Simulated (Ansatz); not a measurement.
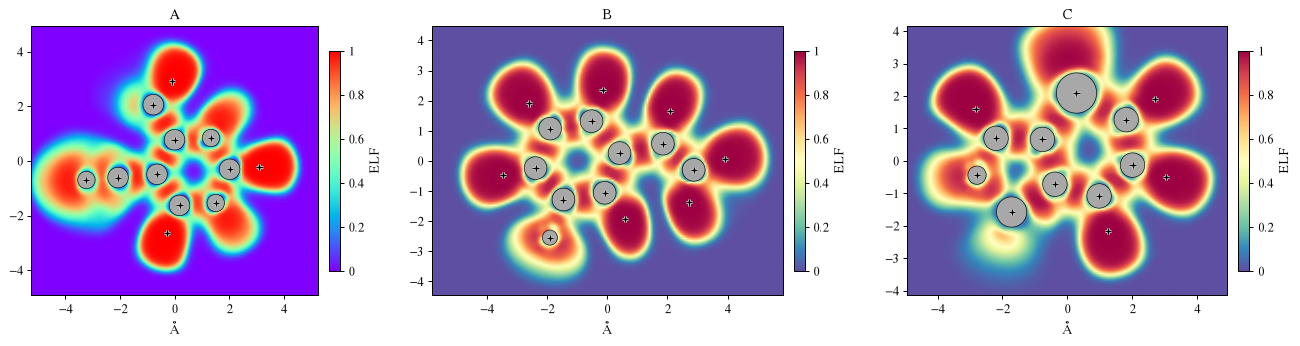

The electron localisation function of 3 systems, each on a plane through atoms (crosses mark nuclei in the plane; grey discs cover the cores).

Computed with isolated molecule in a Gaussian basis; Kohn-Sham density functional theory, functional PBE0 (Ansatz 0.2.0).

System 1: C8H7F (SMILES C=Cc1cccc(F)c1), the molecular plane. Geometry: B3LYP/def2-SVP.

```xyz
16

C    -3.7377    0.4240   -2.3063
C    -2.4172    0.2310   -2.4377
C    -1.4095    0.1615   -1.3642
C    -0.0602   -0.0553   -1.7041
C     0.9284   -0.1288   -0.7196
C     0.5975    0.0123    0.6294
C    -0.7413    0.2272    0.9596
C    -1.7397    0.3035   -0.0022
F    -1.0756    0.3655    2.2523
H    -4.2219    0.5556   -1.3345
H    -4.3887    0.4562   -3.1831
H    -2.0119    0.1071   -3.4485
H     0.2128   -0.1676   -2.7563
H     1.9696   -0.2980   -1.0050
H     1.3466   -0.0402    1.4216
H    -2.7659    0.4737    0.3265
```

System 2: C6H5N3 (SMILES Cc1ncncc1C#N), the plane of atoms C2, C1 and H12. Geometry: B3LYP/def2-SVP.

```xyz
14

C    -1.5698    1.0749    2.6195
C    -0.5540    0.0416    2.2291
C     0.8393   -1.6748    2.8239
C     0.8458   -1.1045    0.6359
C    -0.1077   -0.1046    0.8906
C    -0.6051    0.7292   -0.1620
N    -0.0629   -0.7587    3.1789
N     1.3205   -1.8898    1.5983
N    -1.0130    1.4078   -1.0116
H    -1.2175    2.0881    2.3666
H    -2.5143    0.9234    2.0720
H    -1.7596    1.0126    3.6979
H     1.2248   -2.3178    3.6244
H     1.2243   -1.2594   -0.3807
```

System 3: C6H6BOP (SMILES [BH2-]1[O+]=Cc2pcccc21), the plane of atoms C2, C1 and C5. Geometry: PBE-D3(BJ)/def2-SVP.

```csv
atom,x (Å),y (Å),z (Å)
C,0.6775,0.7021,-0.5092
C,0.3344,1.1657,0.7755
C,-0.9953,1.3633,1.1735
C,-2.1231,1.1282,0.3572
C,-0.3433,0.4110,-1.4718
C,0.3193,-0.0332,-2.6602
B,2.0720,0.3988,-1.2016
O,1.5958,-0.0709,-2.6070
P,-2.1005,0.5539,-1.2849
H,2.8085,1.3732,-1.3711
H,2.7246,-0.5240,-0.7087
H,1.1378,1.3821,1.4973
H,-1.1766,1.7292,2.1987
H,-3.1184,1.3235,0.7908
H,-0.1705,-0.3412,-3.6042
```

**Match each panel to its system.**

Panel A is system 2, C6H5N3: the plane holds C, N and H. C–N (1.16 Å): the ELF peaks at about 0.85 between the atoms: a short, multiple covalent bond. Panel B is system 1, C8H7F: the plane holds C, F and H. C–C (1.34 Å): the ELF peaks at about 0.90 between the atoms; a short, multiple covalent bond. Panel C is system 3, C6H6BOP: the plane holds C, B, O, P and H. C–O (1.28 Å): the ELF peaks at about 0.90 between the atoms, as expected for a short, strongly polar bond.
